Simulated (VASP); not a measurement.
Energy against volume of CoSi2 (fluorite). Method: revTPSS meta-GGA, VASP's PBE PAW potentials (set 64) (plane waves; VASP).

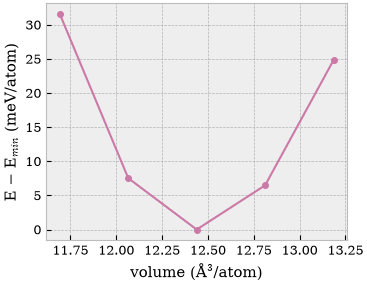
Figure: Energy against volume

Estimate the equilibrium volume and the bulk modulus.

The minimum lies near 12.4 Å³/atom, and the curvature gives B0 of about 200 GPa.

Measured: a 5.365 Å (computed value off by -1.1 %), as given by Ganesh Hegde et al., Applied Physics Letters (2014), arXiv:1405.1317. The calculation is for a static lattice, while the measured a holds thermal and zero-point effects, which are part of the difference.

The compound is CoSi2 in the fluorite structure. It was relaxed first. The run is not spin-polarised, so no magnetic state was tried.
